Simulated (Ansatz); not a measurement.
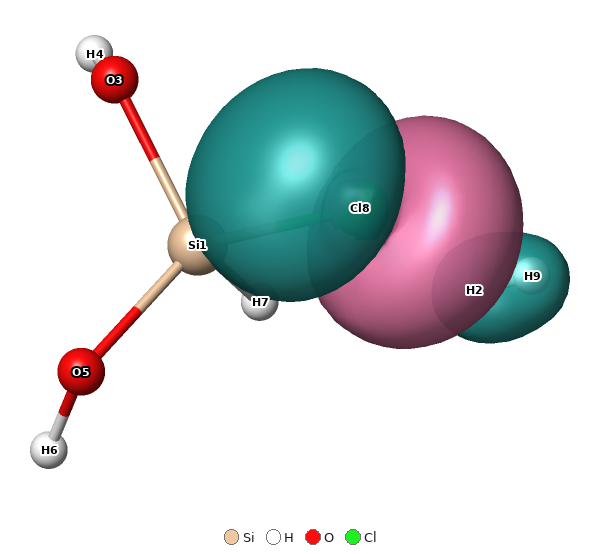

ClH3O2Si···H2. The HOMO−1 at ±0.15 Å⁻³ᐟ² (teal and pink are the two phases), seen at a tilt.

Not at a stationary point (largest force 1.8 eV/Å).

All numbers below come from RKS PBE-D4/def2-SVP (Ansatz).

Input file:

```
crystal:
  periodic: [false, false, false]
  atoms:
    - { symbol: Si, position_ang: [0.0, 0.0, 0.0] }
    - { symbol: H, position_ang: [0.0, 0.0, 1.81] }
    - { symbol: O, position_ang: [1.5842, 0.0, -0.5594] }
    - { symbol: H, position_ang: [1.9006, -0.9521, -0.6761] }
    - { symbol: O, position_ang: [-0.7913, 1.3709, -0.5594] }
    - { symbol: H, position_ang: [-1.7491, 1.1401, -0.7818] }
    - { symbol: H, position_ang: [-0.6877, -1.1914, -0.4862] }
    - { symbol: Cl, position_ang: [1.2744, 1.9219, 0.7662] }
    - { symbol: H, position_ang: [0.5273, 0.7952, 1.8716] }
basis:
  gaussian: { orbitals: def2-SVP }
hamiltonian:
  xc: pbe
  dispersion: d4
relax:
  f_tol: 0.15
  max_steps: 25
  restrain:
    - { distance: [0, 7], at: 2.13, k: 30.0 }
    - { distance: [8, 1], at: 0.66, k: 30.0 }
    - { distance: [0, 1], at: 2.66, k: 30.0 }
    - { distance: [8, 7], at: 2.57, k: 30.0 }
output:
  orbitals: {}
```

Launched as:

```sh
ansatz run input.yaml --threads 2 --pin off --max-ram 3072MiB --backend cpu --events-out ev --progress --plain --runs-dir out
```

The fields are those of the run's last geometry, not of the input's.

Question: Describe this orbital and give its energy.

Answer: It lies mainly on Cl8 (about 85 %); largely a lone pair of Cl8. Its energy is −7.32 eV.
